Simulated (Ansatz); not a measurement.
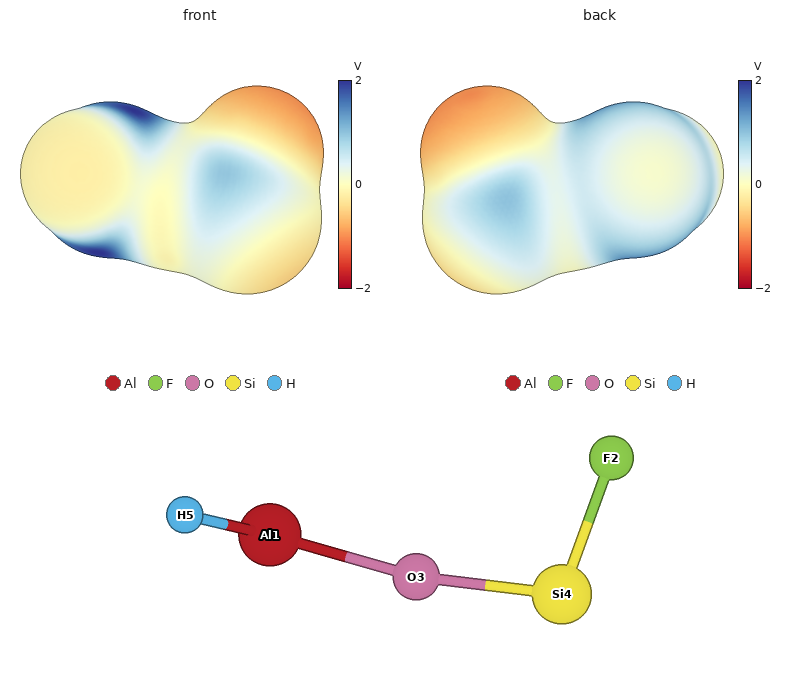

The picture shows: AlFHOSi (SMILES F[Si][O][AlH]) (doublet). The molecular electrostatic potential painted on the density surface at 0.001 e/bohr³, seen from the front and from behind; the colour scale runs from red (negative) to blue (positive). The bare structure is drawn below in the same view.

Geometry: B3LYP/6-31G*.

All numbers below come from isolated molecule in a Gaussian basis; Kohn-Sham density functional theory, functional PBE0 (Ansatz).

Input

```
crystal:
  periodic: [false, false, false]
  atoms:
    - {symbol: Al, position_ang: [-1.750342, 1.863512, -0.063808]}
    - {symbol: F, position_ang: [0.016877, -1.488522, 0.918299]}
    - {symbol: O, position_ang: [-0.765170, 0.497502, -0.470745]}
    - {symbol: Si, position_ang: [0.207644, -0.824655, -0.558790]}
    - {symbol: H, position_ang: [-3.272689, 1.801264, -0.596576]}
basis:
  gaussian:
    orbitals: def2-TZVPD
magnetization:
  spin_polarized: true
  initial_magnetization: 1
hamiltonian:
  xc: pbe0
output:
  forces: true
  orbitals: {seedname: orbitals}
```

Command:

```sh
ansatz run input.yaml --threads 1 --pin off --max-ram 2610MiB --events-out events.jsonl --progress --plain --runs-dir runs
```

Which sites attract a positive test charge, and which a negative one?

Answer. A positive charge is drawn to the negative regions and a negative charge to the positive ones. The most negative region (about −1.0 V) lies over F2, the most positive (about +1.9 V) over Al1.
